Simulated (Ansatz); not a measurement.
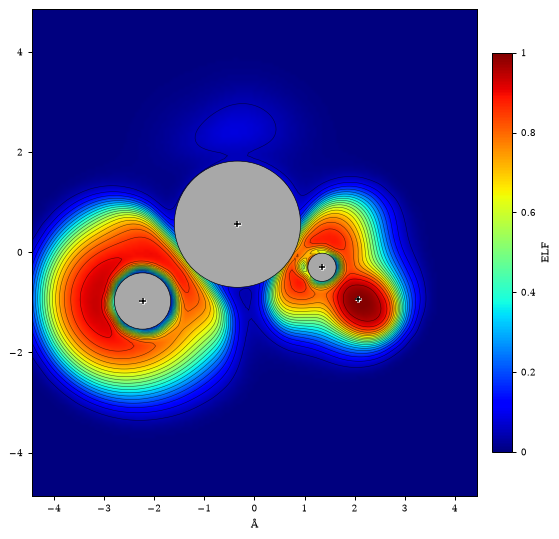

The electron localisation function on a plane through atoms (crosses mark nuclei in the plane; grey discs cover the cores).

Method: RKS PBE0-D4/def2-TZVPP (Ansatz).

Candidates:
A. BrCl$_{3}$Sn (SMILES [Cl][Sn]([Cl])([Cl])[Br])
B. H$_{4}$OS$_{3}$Zr (SMILES [OH][Zr]([SH])([SH])[SH])
C. BrClZn (SMILES [Cl][Zn][Br])

### Which candidate gave the map?

Candidate B: H$_{4}$OS$_{3}$Zr on the plane of atoms Zr2, O1 and H6, which holds O, Zr, S and H. Zr–O (1.89 Å): the ELF peaks at about 0.80 in the valence shell of O, 0.5 Å from its nucleus, and drops to about 0.25 between the two atoms. Zr–S (2.44 Å): the ELF peaks at about 0.90 in the valence shell of S, 0.9 Å from its nucleus, and is about 0.50 at the midpoint.
